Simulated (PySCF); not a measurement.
**NMR shielding calculation of C4H13BN2**

The run: NMR shielding calculation of C4H13BN2. Method and program: GIAO PBE0/pcSseg-1 NMR shielding, non-relativistic, gas phase (PySCF 2.14.0).

The geometry comes from this level: PBE0-D3(BJ)/def2-SVP. It belongs to a series of runs on one base structure; here: H on B replaced by NMe2. Figures and captions count atoms from 1; the log counts them from 0 in places.

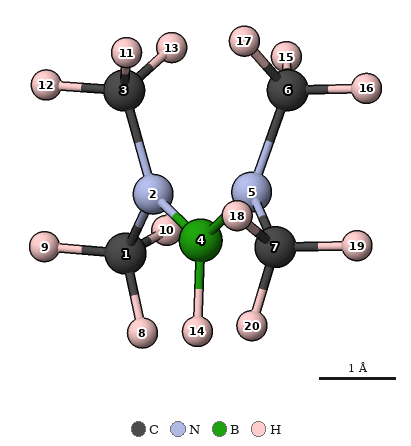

*The input geometry (ball-and-stick view, seen at a tilt; atoms are numbered from 1 in the order of the input).*

Bond lengths as drawn: B–H 1.21 Å, B–N 1.42 Å, C–H 1.10 to 1.11 Å and C–N 1.44 Å.

Results in brief

- outcome: converged
- total energy: −294.256738 hartree
- HOMO: −5.83 eV
- LUMO: 1.41 eV
- dipole moment: 1.16 D
- isotropic shielding, C: 139.5 to 145.2 ppm
- isotropic shielding, N: 187.4 to 187.7 ppm
- isotropic shielding, B: 73.7 ppm
- isotropic shielding, H: 27.3 to 29.2 ppm
- hardware: 1 CPU thread, shared host
- wall time: 58 s
- peak memory: 0.92 GiB

The input
```
{"job": {"kind": "nmr", "xc": "PBE0", "basis": "pcSseg-1"}, "charge": 0, "multiplicity": 1}
C      2.254846     0.214803    -1.724226
N      1.265154    -0.187707    -0.758059
C      1.709139    -1.255137     0.099267
B      0.016704     0.490181    -0.694717
N     -1.162351     0.064027    -0.024149
C     -1.458175    -1.265948     0.439664
C     -2.237915     0.994839     0.204301
H      1.903385     1.093408    -2.280781
H      3.215249     0.472074    -1.237412
H      2.468694    -0.586348    -2.457984
H      1.068438    -1.346999     0.984486
H      2.734686    -1.050632     0.458529
H      1.740741    -2.239065    -0.409573
H     -0.049419     1.553244    -1.278795
H     -0.753470    -1.997610     0.027205
H     -2.470163    -1.566384     0.110185
H     -1.443905    -1.354029     1.544146
H     -2.424548     1.154227     1.283995
H     -3.186731     0.635133    -0.238487
H     -1.995758     1.968293    -0.241564
```

The first line tells a small driver script what to run in PySCF; the rest is the geometry in Å.

Launch command:
```bash
OMP_NUM_THREADS=1 python <driver script> task.json out
```

The program's output
```
coarse grid: 15616 points
cycle   1  E = -294.1814112684  dE =  5.580e-01  |g| = 3.660e-01  |ddm| = 3.621e+00
cycle   2  E = -294.1791834655  dE =  2.228e-03  |g| = 3.978e-01  |ddm| = 8.471e-01
cycle   3  E = -294.2191092470  dE = -3.993e-02  |g| = 6.827e-02  |ddm| = 4.686e-01
cycle   4  E = -294.2199313408  dE = -8.221e-04  |g| = 2.374e-02  |ddm| = 5.363e-02
cycle   5  E = -294.2200515068  dE = -1.202e-04  |g| = 3.201e-03  |ddm| = 1.647e-02
cycle   6  E = -294.2200534144  dE = -1.908e-06  |g| = 1.030e-03  |ddm| = 2.732e-03
final grid: 147864 points
cycle   7  E = -294.2567139438  dE = -4.117e-05  |g| = 9.769e-03  |ddm| = 2.815e-02
cycle   8  E = -294.2567041534  dE =  9.790e-06  |g| = 1.176e-02  |ddm| = 1.818e-02
cycle   9  E = -294.2567381030  dE = -3.395e-05  |g| = 1.175e-03  |ddm| = 1.001e-02
cycle  10  E = -294.2567383794  dE = -2.765e-07  |g| = 2.203e-04  |ddm| = 7.876e-04
cycle  11  E = -294.2567383881  dE = -8.657e-09  |g| = 5.698e-05  |ddm| = 1.665e-04
cycle  12  E = -294.2567383888  dE = -7.499e-10  |g| = 1.677e-05  |ddm| = 7.177e-05
```

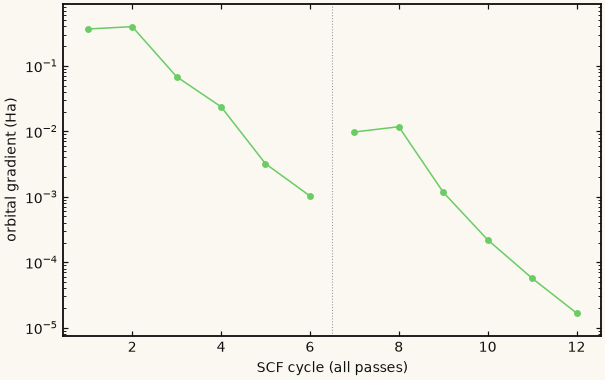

*Convergence of the self-consistent field: orbital gradient against the SCF cycle. The dotted line marks the change from a coarse to the final integration grid.*

The first 6 cycles use a coarse grid, the final grid takes over at cycle 7, and the field converges after 12 cycles in all.

```
converged SCF energy = -294.2567383888

GIAO shielding tensors (ppm)
atom      isotropic    diamagn.    paramagn.     s11        s22        s33       span
  0 C      139.539     242.273    -102.734    112.678    122.186    183.753     71.074
  1 N      187.700     327.199    -139.499    113.305    216.297    233.498    120.193
  2 C      145.057     247.262    -102.205    123.144    133.852    178.176     55.032
  3 B       73.659     201.187    -127.528     45.844     86.290     88.844     42.999
  4 N      187.353     326.277    -138.924    113.101    216.172    232.786    119.685
  5 C      145.172     246.724    -101.552    123.375    133.842    178.300     54.925
  6 C      139.566     243.623    -104.057    113.124    121.867    183.705     70.581
  7 H       28.162      29.271      -1.109     23.977     27.260     33.249      9.272
  8 H       28.939      28.321       0.618     24.948     26.538     35.331     10.384
  9 H       28.748      27.589       1.159     24.496     26.538     35.211     10.714
 10 H       27.949      32.935      -4.986     22.881     29.085     31.880      8.998
 11 H       29.167      30.200      -1.033     25.340     26.955     35.206      9.866
 12 H       28.584      30.026      -1.442     24.735     26.241     34.777     10.042
 13 H       27.261      34.846      -7.585     23.934     27.556     30.293      6.359
 14 H       27.929      32.280      -4.351     22.801     29.159     31.826      9.025
 15 H       29.163      29.621      -0.458     25.334     26.917     35.238      9.904
 16 H       28.610      30.480      -1.870     24.784     26.235     34.811     10.027
 17 H       28.769      29.013      -0.244     24.540     26.560     35.207     10.667
 18 H       28.921      28.516       0.405     24.919     26.518     35.326     10.407
 19 H       28.164      29.948      -1.784     23.968     27.269     33.254      9.286
```

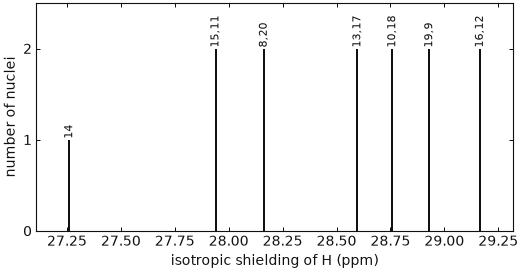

*Isotropic shieldings of the hydrogen nuclei in this fixed geometry, labelled by atom number; shielding grows to the right, so chemical shift grows to the left.*

The least shielded is H14 (27.3 ppm), the most shielded H12 (29.2 ppm).

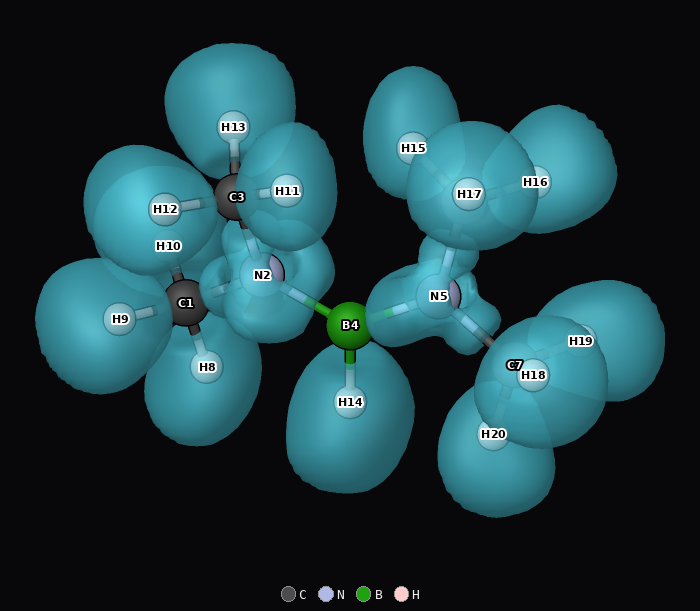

*Isosurface of the electron localisation function at 0.75 (cyan), seen at a tilt. Only the valence region is drawn (cores and ρ < 0.01 e/Å³ removed).*

Profiles from the grid: B–N (1.42 Å): the ELF peaks at about 0.90 between the atoms, which marks a shared but strongly polarised pair. C–N (1.44 Å): the ELF peaks at about 0.95 between the atoms (a covalent bond).

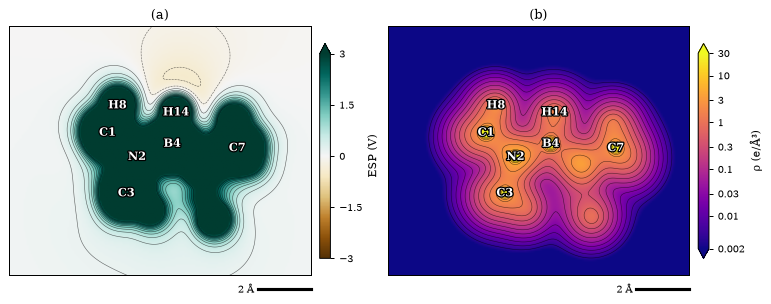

*(a) electrostatic potential; (b) total electron density on the plane of atoms N2, C1 and H8.*

B–N (1.42 Å): ρ at the midpoint is about 1.8 e/Å³. C–H (1.10 Å): ρ at the midpoint is about 2 e/Å³. B–H (1.21 Å): ρ is about 1.2 e/Å³ halfway.

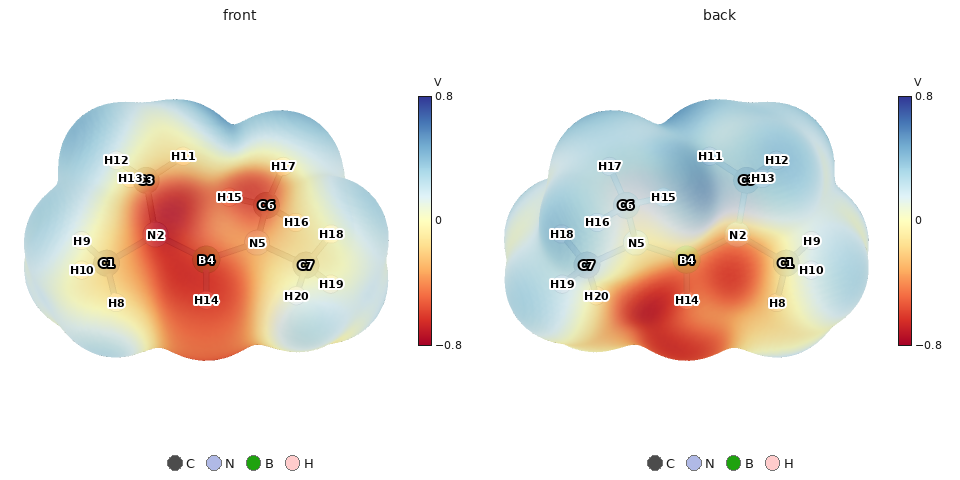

*The electrostatic potential painted on the density surface at 0.001 e/bohr³, seen at a tilt and from behind; the colour scale runs from red (negative) to blue (positive).*

Its dipole moment is 1.16 D.
